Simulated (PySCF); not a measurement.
SMILES C[Si](C)(O)[SiH2][Si](O)(O)O (C2H12O4Si3) at its GFN2-xTB optimised geometry (Å):

```
21

Si    -0.2853     1.8265     0.0000
O     -0.2429     2.7620    -1.3357
O     -1.8772     1.7104     0.3682
O      0.5717     2.6237     1.1328
Si     0.6519    -0.2620     0.0000
Si    -0.1630    -1.3980     1.8577
C      0.7627    -1.0398     3.4933
C     -0.3554    -3.2977     1.7381
O     -1.6787    -0.7253     1.9733
H     -0.8948     2.6197    -2.0148
H     -2.1251     1.0471     1.0123
H      0.5239     3.5752     1.1886
H      2.1251    -0.2620     0.0000
H      0.3314    -1.0083    -1.2393
H      0.2652    -1.4691     4.3606
H      0.8402     0.0315     3.6571
H      1.7720    -1.4374     3.4690
H     -0.9777    -3.5752     0.8924
H     -0.8056    -3.7264     2.6310
H      0.6085    -3.7760     1.6008
H     -2.2930    -1.0254     2.6403
```

Computed with PySCF 2.14.0 with CAM-B3LYP/def2-SVP. Cells within 0.4 Å of a nucleus heavier than hydrogen are left out (blank, or x).

Map of the Laplacian of the electron density (e/bohr⁵) on the plane z = 1.0 Å:

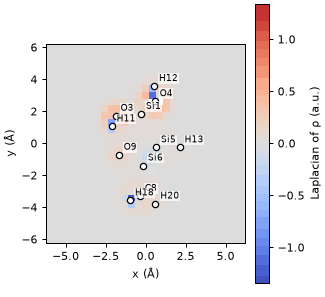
Figure: Laplacian of the electron density (e/bohr⁵) on the plane z = 1.0 Å.
